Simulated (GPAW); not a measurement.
# Does bcc Fe15Ni1 carry moments in GPAW?

Aim: find out whether bcc Fe15Ni1 carries moments when they start parallel, and what they gain.

Calculated with GPAW 26.7.0; PBE; plane waves with GPAW's PAW setups, scalar-relativistic.

**1. The starting structure**

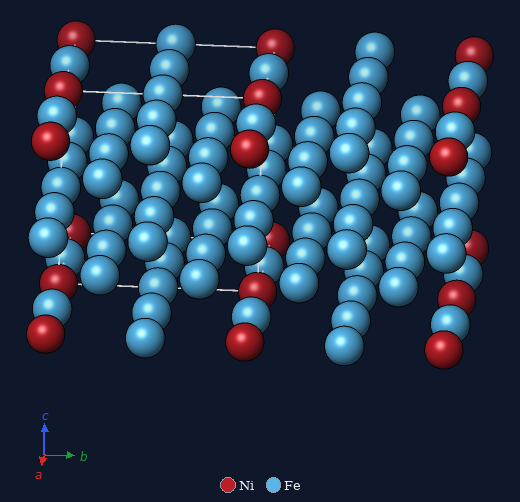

The cell as given, slightly off an axis (nickel red, iron blue). 2×2×1 cells are drawn. Some periodic images of atoms are drawn too.

Structure file:

```cif
data_structure
_symmetry_space_group_name_H-M 'Pm-3m'
_symmetry_Int_Tables_number 221
_cell_length_a 5.7250
_cell_length_b 5.7250
_cell_length_c 5.7250
_cell_angle_alpha 90.000
_cell_angle_beta 90.000
_cell_angle_gamma 90.000
_cell_volume 187.64
loop_
_atom_site_label
_atom_site_type_symbol
_atom_site_symmetry_multiplicity
_atom_site_Wyckoff_symbol
_atom_site_fract_x
_atom_site_fract_y
_atom_site_fract_z
_atom_site_occupancy
Ni1 Ni 1 a 0.00000 0.00000 0.00000 1
Fe1 Fe 8 g 0.25000 0.25000 0.25000 1
Fe2 Fe 3 d 0.00000 0.00000 0.50000 1
Fe3 Fe 3 c 0.00000 0.50000 0.50000 1
Fe4 Fe 1 b 0.50000 0.50000 0.50000 1
```

The cell is a made-up one and need not be a known phase.

**2. Order 1, typed as ferro ++++++++++++++++**

The parallel start comes first: it fits the smallest cell, keeps the most symmetry and shows whether parallel moments form.

The input, order1.py:

```python
import json
import numpy as np
from ase import Atoms
from ase.parallel import paropen, parprint
from gpaw import GPAW

atoms = Atoms(['Ni', 'Fe', 'Fe', 'Fe', 'Fe', 'Fe', 'Fe', 'Fe', 'Fe', 'Fe', 'Fe', 'Fe', 'Fe', 'Fe', 'Fe', 'Fe'],
    cell=[[5.725, 0.0, 0.0],
         [0.0, 5.725, 0.0],
         [0.0, 0.0, 5.725]],
    scaled_positions=[[0.0, 0.0, 0.0],
         [0.25, 0.25, 0.25],
         [0.0, 0.0, 0.5],
         [0.25, 0.25, 0.75],
         [0.0, 0.5, 0.0],
         [0.25, 0.75, 0.25],
         [0.0, 0.5, 0.5],
         [0.25, 0.75, 0.75],
         [0.5, 0.0, 0.0],
         [0.75, 0.25, 0.25],
         [0.5, 0.0, 0.5],
         [0.75, 0.25, 0.75],
         [0.5, 0.5, 0.0],
         [0.75, 0.75, 0.25],
         [0.5, 0.5, 0.5],
         [0.75, 0.75, 0.75]],
    pbc=True,
    magmoms=[0.8, 2.4, 2.4, 2.4, 2.4, 2.4, 2.4, 2.4, 2.4, 2.4, 2.4, 2.4, 2.4, 2.4, 2.4, 2.4])
atoms.calc = GPAW(mode={'name': 'pw', 'ecut': 450},
    xc='PBE',
    kpts={'size': (7, 7, 7), 'gamma': True},
    occupations={'name': 'fermi-dirac', 'width': 0.05},
    convergence={'density': 1e-05, 'energy': 1e-05},
    maxiter=200,
    mixer={'name': 'pulay', 'beta': 0.04, 'nmaxold': 8, 'weight': 100},
    symmetry={'tolerance': 1e-4},
    txt='order1.txt')
e = atoms.get_potential_energy(force_consistent=True)
res = {'free_energy': e, 'energy_sigma0': atoms.get_potential_energy(), 'fermi_energy': atoms.calc.get_fermi_level()}
res['moments'] = atoms.get_magnetic_moments().tolist()
res['total'] = atoms.get_magnetic_moment()
parprint('site moments (muB):', np.round(res['moments'], 3))
parprint(f"total moment: {res['total']:.3f} muB")
parprint(f'free energy: {e:.6f} eV')
atoms.calc.write('order1.gpw')
with paropen('results.json', 'w') as f:
    json.dump(res, f)
```

On the command line:

```bash
OMP_NUM_THREADS=1 mpirun -n 4 gpaw python order1.py > order1.log
```

Numbers of over 12 decimals in the logs are rounded to 6 here.

Log:

```text
site moments (muB): [0.962 2.476 2.314 2.476 2.314 2.476 2.378 2.476 2.314 2.476 2.378 2.476
 2.378 2.476 2.458 2.476]
total moment: 36.715 muB
free energy: -142.068500 eV

--- order1.txt ---
Input parameters:
  mode=PW(ecut=450),
  convergence={'density': 1e-05, 'energy': 1e-05},
  kpts=MonkhorstPack(size=(7, 7, 7), gamma=True),
  maxiter=200,
  mixer=Pulay(name='pulay', nmaxold=8, beta=0.04, weight=100, sigma=0.015, g_ss=None),
  occupations=Occupations(name='fermi-dirac', width=0.05),
  symmetry=Symmetry(tolerance=0.0001),
  xc=XC(name='PBE')

Diagonalizing LCAO Hamiltonian
Converting LCAO to pw mode
     .-------------.
    /|             |
   / |             |
  /  | Fe     Fe   |
 *   |             |
 | FeFe   FeFe     |
 |   | Fe     Fe   |
 Fe  .--Fe---------.
 |  /Fe     Fe    /
 | Fe     Fe     /
 |/             /
 Ni-----Fe-----*

Atoms  # Å, Bohr magnetons
|    | symbol |        x |        y |        z |    initial magnetic moments |
|----|--------|----------|----------|----------|-----------------------------|
|  0 |     Ni | 0.000000 | 0.000000 | 0.000000 | ( 0.0000,  0.0000,  0.8000) |
|  1 |     Fe | 1.431250 | 1.431250 | 1.431250 | ( 0.0000,  0.0000,  2.4000) |
|  2 |     Fe | 0.000000 | 0.000000 | 2.862500 | ( 0.0000,  0.0000,  2.4000) |
|  3 |     Fe | 1.431250 | 1.431250 | 4.293750 | ( 0.0000,  0.0000,  2.4000) |
|  4 |     Fe | 0.000000 | 2.862500 | 0.000000 | ( 0.0000,  0.0000,  2.4000) |
|  5 |     Fe | 1.431250 | 4.293750 | 1.431250 | ( 0.0000,  0.0000,  2.4000) |
|  6 |     Fe | 0.000000 | 2.862500 | 2.862500 | ( 0.0000,  0.0000,  2.4000) |
|  7 |     Fe | 1.431250 | 4.293750 | 4.293750 | ( 0.0000,  0.0000,  2.4000) |
|  8 |     Fe | 2.862500 | 0.000000 | 0.000000 | ( 0.0000,  0.0000,  2.4000) |
|  9 |     Fe | 4.293750 | 1.431250 | 1.431250 | ( 0.0000,  0.0000,  2.4000) |
| 10 |     Fe | 2.862500 | 0.000000 | 2.862500 | ( 0.0000,  0.0000,  2.4000) |
| 11 |     Fe | 4.293750 | 1.431250 | 4.293750 | ( 0.0000,  0.0000,  2.4000) |
| 12 |     Fe | 2.862500 | 2.862500 | 0.000000 | ( 0.0000,  0.0000,  2.4000) |
| 13 |     Fe | 4.293750 | 4.293750 | 1.431250 | ( 0.0000,  0.0000,  2.4000) |
| 14 |     Fe | 2.862500 | 2.862500 | 2.862500 | ( 0.0000,  0.0000,  2.4000) |
| 15 |     Fe | 4.293750 | 4.293750 | 4.293750 | ( 0.0000,  0.0000,  2.4000) |

Unit cell  # Å
| periodic |        x |        y |        z |  lengths |    angles |
|----------|----------|----------|----------|----------|-----------|
|      yes | 5.725000 | 0.000000 | 0.000000 | 5.725000 | 90.000000 |
|      yes | 0.000000 | 5.725000 | 0.000000 | 5.725000 | 90.000000 |
|      yes | 0.000000 | 0.000000 | 5.725000 | 5.725000 | 90.000000 |

Number of symmetries: 48

BZ-sampling:
  Number of BZ points: 343
  Number of IBZ points: 20

  Monkhorst-Pack size: [7, 7, 7]
  Monkhorst-Pack shift: [0, 0, 0]

K-points  # in reciprocal-cell coordinates
|     |                                coordinates |     weight |
|-----|--------------------------------------------|------------|
|   0 | (  0.00000000,   0.00000000,   0.00000000) | 0.00291545 |
|   1 | (  0.14285714,   0.00000000,   0.00000000) | 0.01749271 |
|   2 | (  0.14285714,   0.14285714,   0.00000000) | 0.03498542 |
|   3 | (  0.14285714,   0.14285714,   0.14285714) | 0.02332362 |
|   4 | (  0.28571429,   0.00000000,   0.00000000) | 0.01749271 |
|   5 | (  0.28571429,   0.14285714,   0.00000000) | 0.06997085 |
|   6 | (  0.28571429,   0.14285714,   0.14285714) | 0.06997085 |
|   7 | (  0.28571429,   0.28571429,   0.00000000) | 0.03498542 |
|   8 | (  0.28571429,   0.28571429,   0.14285714) | 0.06997085 |
|   9 | (  0.28571429,   0.28571429,   0.28571429) | 0.02332362 |
| ... |                                            |            |
|  19 | (  0.42857143,   0.42857143,   0.42857143) | 0.02332362 |

Plane wave coefficients: 4082
Cutoff: 450.000000 eV

Spin-components: 2 (collinear spins)
Bands:           108
Projectors:      96
Spin-degeneracy: 1
Datatype:        complex128

Parallelization:
  kpt:    4
  domain: 1
  band:   1

Density:
  Valence electrons: 136.0
  Components: 2
  Grid points: [30 30 30]
  Charge: 0.0  # |e|

Potential:
  Grid points: [30 30 30]

species:
  Ni:
    name:    Nickel
    Z:       28.0
    valence: 16
    core:    12
    charge:  0.0  # [|e|]
    compensation charges:
      type: gauss
      rc: 0.36  # [Å]
      lmax: 2
    cutoffs:
      filter: 2.14  # [Å]
      core: 1.98  # [Å]
    projectors
    | kind |    occ | energy [eV] | rcut [Å] |
    |------|--------|-------------|----------|
    |   4s |  2.000 |      -5.642 |    1.164 |
    |   3p |  6.000 |     -71.394 |    1.207 |
    |   4p |  0.000 |      -1.226 |    1.207 |
    |   3d |  8.000 |      -8.875 |    1.138 |
    |    s |        |      21.570 |    1.164 |
    |    d |        |      18.337 |    1.138 |

    Using partial waves for Ni as LCAO basis

  Fe:
    name:    Iron
    Z:       26.0
    valence: 8
    core:    18
    charge:  0.0  # [|e|]
    compensation charges:
      type: gauss
      rc: 0.33  # [Å]
      lmax: 2
    cutoffs:
      filter: 2.06  # [Å]
      core: 2.67  # [Å]
    projectors
    | kind |    occ | energy [eV] | rcut [Å] |
    |------|--------|-------------|----------|
    |   4s |  2.000 |      -5.291 |    1.164 |
    |   4p |  0.000 |      -1.326 |    1.058 |
    |   3d |  6.000 |      -7.505 |    1.058 |
    |    s |        |      21.920 |    1.164 |
    |    p |        |      25.885 |    1.058 |
    |    d |        |      19.706 |    1.058 |

    Using partial waves for Fe as LCAO basis

Reference energy: -560659.817446  # eV

eigensolver:
  PPCG
  Converge bands: occupied
  niter=2

density mixing:
  Pulay-Mixer
  Linear mixing parameters: 0.04
  Old densities: 8
  Fourier metric: weight=100, sigma=0.015

occupation numbers:
  Fermi-Dirac:
    width: 0.0500  # eV

poisson solver:
  ecut: 3600.000000  # eV

xc functional:
  name: PBE with 2 nearest neighbor stencil

convergence criteria:
- Maximum integral of absolute [dens]ity change: 1e-05 electrons / valence electron
- Maximum [total energy] change in last 3 cyles: 1e-05 eV / valence electron
- Maximum integral of absolute [eigenst]ate change: 4e-08 eV^2 / valence electron
maximum number of iterations: 200

SCF iterations
|iter     |      energy | eigst |  dens |  magmom |
|---------|-------------|-------|-------|---------|
|iter:   1|       0s | -140.083063 | +0.52 |       | +36.8635|
|iter:   2|      20s | -140.261232 | -0.96 | -1.10 | +36.7972|
|iter:   3|      40s | -140.248833 | -1.63 | -1.11 | +36.7347|
|iter:   4|      58s | -140.374587 | -1.96 | -1.14 | +36.5518|
|iter:   5|      77s | -140.515874 | -2.52 | -1.24 | +36.5081|
|iter:   6|      95s | -140.813432 | -2.88 | -1.26 | +36.4579|
|iter:   7|     113s | -141.825804 | -1.84 | -1.31 | +36.2979|
|iter:   8|     131s | -141.889707 | -2.71 | -1.69 | +36.2766|
|iter:   9|     149s | -141.986247 | -2.55 | -1.77 | +36.2567|
|iter:  10|     169s | -141.991506 | -3.38 | -2.16 | +36.2746|
[... 15 iterations left out ...]
|iter:  26|     451s | -142.011124c| -7.69c| -4.46 | +36.7135|
|iter:  27|     460s | -142.011126c| -8.18c| -4.59 | +36.7141|
|iter:  28|     470s | -142.011124c| -8.47c| -4.61 | +36.7137|
|iter:  29|     480s | -142.011119c| -8.08c| -4.62 | +36.7130|
|iter:  30|     490s | -142.011120c| -8.12c| -4.64 | +36.7134|
|iter:  31|     499s | -142.011120c| -7.94c| -4.68 | +36.7136|
|iter:  32|     509s | -142.011122c| -7.97c| -4.73 | +36.7143|
|iter:  33|     518s | -142.011124c| -8.08c| -4.79 | +36.7151|
|iter:  34|     529s | -142.011124c| -8.28c| -4.99 | +36.7152|
|iter:  35|     539s | -142.011123c| -8.50c| -5.13c| +36.7151|

Converged in 35 steps
Energy contributions relative to reference atoms: (reference = -560659.817446)

Energy contributions:
  Kinetic:         117.255043
  Coulomb:         -98.052566
  Zero:              2.488820
  External:          0.000000
  Xc:             -163.645042
  Entropy:          -0.114755
  Spinorbit:         0.000000
  ----------------------------
  Free energy:    -142.068500
  Extrapolated:   -142.011123

dipole moment: (-53.860498, -53.860498, -53.860498)  # |e|*Ang

Total magnetic moment: (0.000000, 0.000000, 36.715104)

Local magnetic moments
|        x |        y |        z |
|----------|----------|----------|
| 0.000000 | 0.000000 | 0.962242 |  # Ni   0
| 0.000000 | 0.000000 | 2.475914 |  # Fe   1
| 0.000000 | 0.000000 | 2.314381 |  # Fe   2
| 0.000000 | 0.000000 | 2.475914 |  # Fe   3
| 0.000000 | 0.000000 | 2.314381 |  # Fe   4
| 0.000000 | 0.000000 | 2.475914 |  # Fe   5
| 0.000000 | 0.000000 | 2.378269 |  # Fe   6
| 0.000000 | 0.000000 | 2.475914 |  # Fe   7
| 0.000000 | 0.000000 | 2.314381 |  # Fe   8
| 0.000000 | 0.000000 | 2.475914 |  # Fe   9
| 0.000000 | 0.000000 | 2.378269 |  # Fe  10
| 0.000000 | 0.000000 | 2.475914 |  # Fe  11
| 0.000000 | 0.000000 | 2.378269 |  # Fe  12
| 0.000000 | 0.000000 | 2.475914 |  # Fe  13
| 0.000000 | 0.000000 | 2.458019 |  # Fe  14
| 0.000000 | 0.000000 | 2.475914 |  # Fe  15

Fermi level: 9.643
Eigenvalues  # (at kpt = [0.000, 0.000, 0.000])
| band index |      eig [eV] | occ [0-1] |      eig [eV] | occ [0-1] |
|------------|---------------|-----------|---------------|-----------|
|          0 |       -55.112 |     1.000 |       -53.845 |     1.000 |
|        ... |               |           |               |           |
|         54 |         8.372 |     1.000 |        10.070 |     0.000 |
|         55 |         8.372 |     1.000 |        10.070 |     0.000 |
|         56 |         8.377 |     1.000 |        10.070 |     0.000 |
|         57 |         8.377 |     1.000 |        10.284 |     0.000 |
|         58 |         8.377 |     1.000 |        10.284 |     0.000 |
|         59 |         8.511 |     1.000 |        10.513 |     0.000 |
|         60 |         8.516 |     1.000 |        10.513 |     0.000 |
|         61 |         8.516 |     1.000 |        10.513 |     0.000 |
|         62 |         8.524 |     1.000 |        10.679 |     0.000 |
|         63 |         8.524 |     1.000 |        10.679 |     0.000 |
|         64 |         8.524 |     1.000 |        10.739 |     0.000 |
|         65 |         8.586 |     1.000 |        11.177 |     0.000 |
|         66 |         8.586 |     1.000 |        11.177 |     0.000 |
|         67 |         8.586 |     1.000 |        11.177 |     0.000 |
|         68 |         8.621 |     1.000 |        11.270 |     0.000 |
|        ... |               |           |               |           |
|        107 |        17.880 |     0.000 |        18.838 |     0.000 |

No gap
No difference between direct/indirect transitions
```

Run time: 9.8 min. Hardware: 4 MPI ranks of Intel Xeon at 2.50GHz (Skylake/Cascade Lake), shared host; peak memory 1.4 GiB; 39 min of CPU time.

Spin moment in the augmentation sphere by atom:

```
atom  spin moment in the augmentation sphere (μB)
 Ni1                                         0.96
 Fe2                                         2.48
 Fe3                                         2.31
 Fe4                                         2.48
 Fe5                                         2.31
 Fe6                                         2.48
 Fe7                                         2.38
 Fe8                                         2.48
 Fe9                                         2.31
Fe10                                         2.48
Fe11                                         2.38
Fe12                                         2.48
Fe13                                         2.38
Fe14                                         2.48
Fe15                                         2.46
Fe16                                         2.48
```

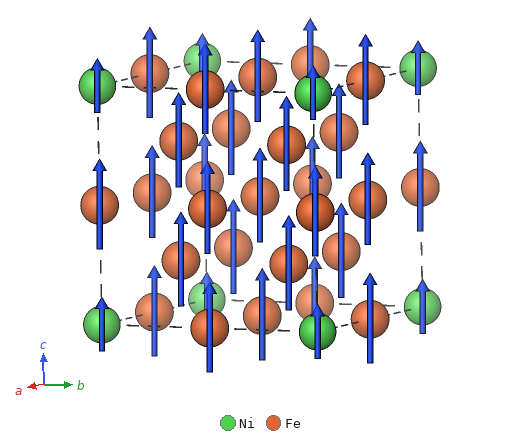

Spin moment in the augmentation sphere as arrows, the longest 2.48 μB. Up and down stand for the sign. Arrows give size and sign along the axis of quantisation, drawn up and down the page. Each arrow also spans its atom, so small moments look longer than they are. Some periodic images of atoms are drawn too.

Read from the output:

| Property | Result |
| --- | --- |
| magnetization | 36.72 μB |
| final state | ferromagnetic |

After 35 cycles the largest moment stands at 2.48 μB.

[end of part 1 of 2]

[Logs and program files are shortened in this print: banners, set-up blocks, solver, clock and traceback lines can be left out without a mark of their own.]

[Logs are printed without paths, hosts, clocks, repeated set-up lines and the standing remarks that a program may print on its own settings, such as how far it seeks lower states.]

[Hosts, paths, dates, database ids (printed as entryN), source tags and the programs' standing remarks are cut or masked in the printed files.]

[Where a cell is said to come from a database of computed structures, the database is the Materials Project.]
